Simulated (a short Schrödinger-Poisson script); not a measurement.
Structure: gated Al0.4Ga0.6As/GaAs modulation-doped gas, at 300 K.

```csv
layer,material,thickness (nm),Nd (cm⁻³),Na (cm⁻³)
1,Al0.4Ga0.6As,30,-,-
2,Al0.4Ga0.6As,20,7.5e17,-
3,Al0.4Ga0.6As,2,-,-
4,GaAs,6000,-,3e15
```

The device is made up for the run: typed textbook-type constants, with dimensions and the other settings drawn at random. Al0.4Ga0.6As: permittivity 11.76, conduction-band edge (eV) 0.316, gap (eV) 1.923, electron mass (mₑ) 0.1002, Nv at 300 K (cm⁻³) 9e18. GaAs: permittivity 12.9, conduction-band edge (eV) 0, gap (eV) 1.424, Nv at 300 K (cm⁻³) 9e18.

Channel valleys (confinement mass, in-plane density-of-states mass, number): Γ 0.067, 0.067, 1. At the gate the conduction-band edge of layer 1 lies 1.07 eV − eVg above the Fermi level of the channel; the field vanishes at the back. Donor level 0.02 eV below the band edge. The barrier under the gate holds no holes. Gaps are held at their typed values at every temperature. Mesh 0.08 nm at interfaces.

From a short Schrödinger-Poisson script (our own, NumPy): 1D Poisson equation in equilibrium, electrons quantum, Hartree (BenDaniel-Duke, 40 states a valley, the channel's in-plane mass for all, wave functions free to enter the barrier), parabolic valleys, classical holes, donors ionised by Fermi statistics, acceptors fully, no traps, pinning or gate leakage.

Only gate voltages with over 1e8 electrons/cm² are shown.

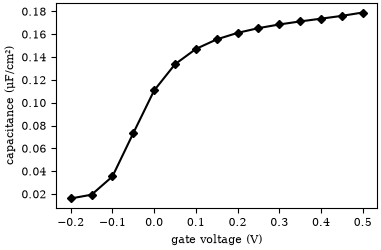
Figure: Quasi-static capacitance against gate voltage

```
Vg (V)  electrons (cm⁻²)  in the channel layer  C (μF/cm²)  Γ E0 (meV)  Γ E1 (meV)
------  ----------------  --------------------  ----------  ----------  ----------
0.5              5.34e11               5.24e11       0.179         8.4        52.4
0.45             4.81e11               4.72e11       0.176        12.1        55.0
0.4              4.28e11               4.21e11       0.174        16.1        57.8
0.35             3.75e11               3.69e11       0.171        20.5        61.0
0.3              3.22e11               3.18e11       0.169        25.3        64.7
0.25             2.70e11               2.67e11       0.165        30.8        69.0
0.2              2.20e11               2.17e11       0.161        37.1        74.0
0.15             1.71e11               1.69e11       0.155        44.6        80.2
0.1              1.24e11               1.23e11       0.147        53.8        88.1
0.05             8.13e10               8.05e10       0.134        65.7        98.7
0                4.42e10               4.39e10       0.111        82.2       114.0
-0.05            1.75e10               1.74e10      0.0734       106.9       137.6
-0.1              4.51e9                4.48e9      0.0354       142.4       172.4
-0.15             8.70e8                8.63e8      0.0194       185.3       214.8
-0.2              1.53e8                1.52e8      0.0161       230.4       259.5
```

Subbands count from the Fermi level.
